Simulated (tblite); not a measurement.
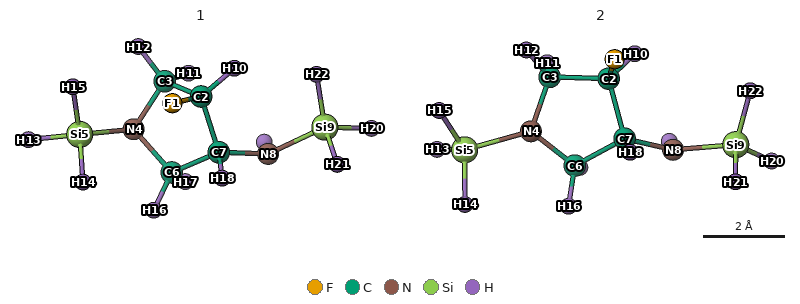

Two geometries of C$_{4}$H$_{13}$FN$_{2}$Si$_{2}$, drawn at one scale. One is the start of a relaxation, the other its converged end. A ball-and-stick model, seen at a tilt.

Theory: GFN2-xTB geometry optimisation, gas phase in tblite. 

Which geometry has the lower energy?

Structure 2 is the relaxed one. The F atom moves most after the best rigid fit: 1.53 Å. By element the largest moves are F 1.53 Å, H 1.11 Å, N 0.77 Å, Si 0.62 Å, C 0.60 Å. Some distances before and after: N–Si 1.776 → 1.723 Å, C–H 1.127 → 1.088 Å, C–C 1.514 → 1.548 Å, C–C 1.500 → 1.532 Å. Among the angles between lasting bonds that change: C–N–Si 112.9° → 124.7°, Si–N–C 114.0° → 125.6°, N–Si–H 113.9° → 105.2°. Groups turn about C–C by about 35°, C–C by about 30°, C–C by about 30°. The energy falls by 0.708 eV in 147 geometry steps.
